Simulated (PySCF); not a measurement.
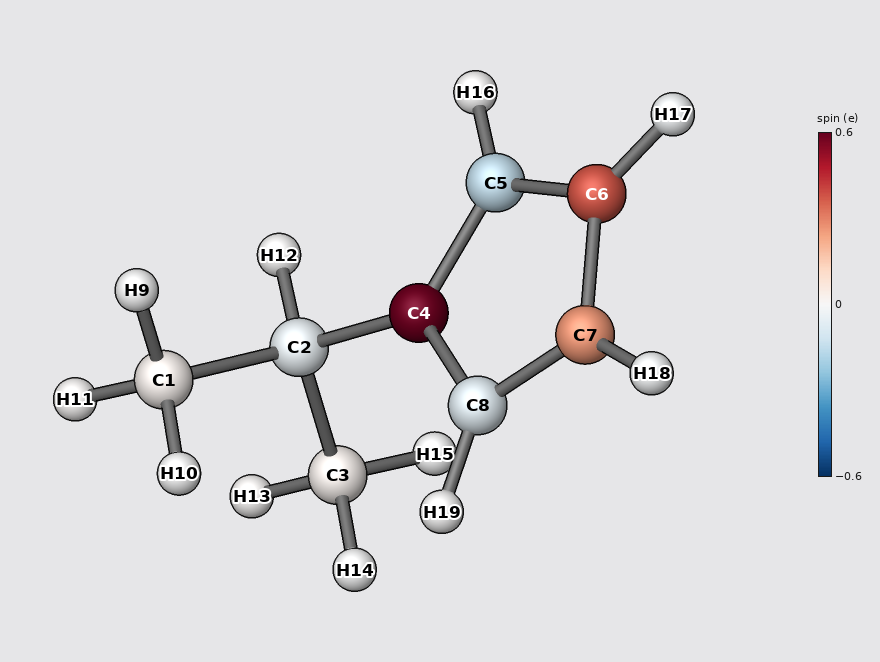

Atoms are coloured by their Mulliken spin populations. The species is neutral and a spin doublet. The computed structure is the end point of a GFN2-xTB optimisation. No frequency run is at hand to confirm it as a minimum. Properties computed with UKS B3LYP, pcH-1 on C H, non-relativistic (PySCF 2.14.0).

> Which atom carries the largest spin population?

C4 (0.59 e).

> Which atom has the lowest spin population?

C5 (−0.14 e); a negative value comes from spin polarisation.

Give the Mulliken spin populations atom by atom.

```
atom  value (e)
  C1       0.02
  C2      −0.04
  C3       0.02
  C4       0.59
  C5      −0.14
  C6       0.37
  C7       0.26
  C8      −0.07
  H9       0.00
 H10       0.00
 H11       0.01
 H12       0.00
 H13       0.01
 H14       0.00
 H15       0.00
 H16       0.00
 H17      −0.02
 H18      −0.01
 H19       0.00
```

Mulliken values depend strongly on the basis set.
